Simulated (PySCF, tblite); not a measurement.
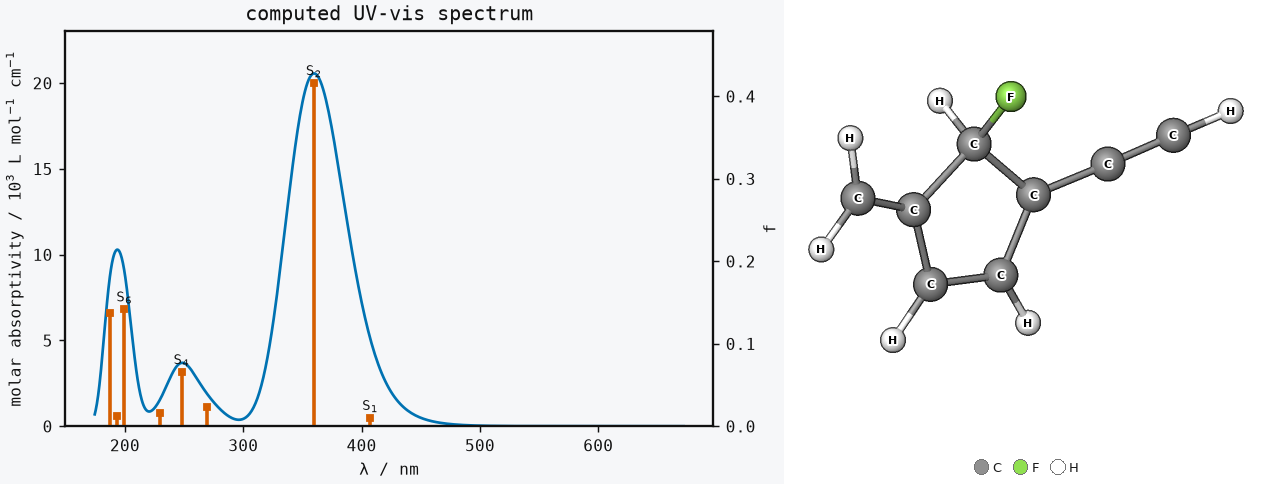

Computed absorption of C₈H₆F⁺, SMILES C#C[C+]1C=CC(=C)[C@H]1F. Vertical TDDFT excitations, CAM-B3LYP/def2-SVPD in PySCF, at a GFN2-xTB geometry (a minimum by its frequencies), gas phase. The lowest 8 singlet states are shown; each is broadened by a Gaussian of 1/e half-width 0.33 eV. Sticks give oscillator strengths (right axis).

Q: Which of the computed transitions is the brightest, and what character does the calculation give it?

A: S2 at 3.45 eV (360 nm), f = 0.417, mainly HOMO → LUMO (89 %).

Q: Does any vertical transition fall in the visible?

A: 1 singlet level lies below 3.1 eV (beyond 400 nm), with f up to 0.011, so it absorbs visible or near-infrared light.

Note: the tight-binding geometry is rougher than a DFT one and adds to the error; core orbitals are frozen in the response.
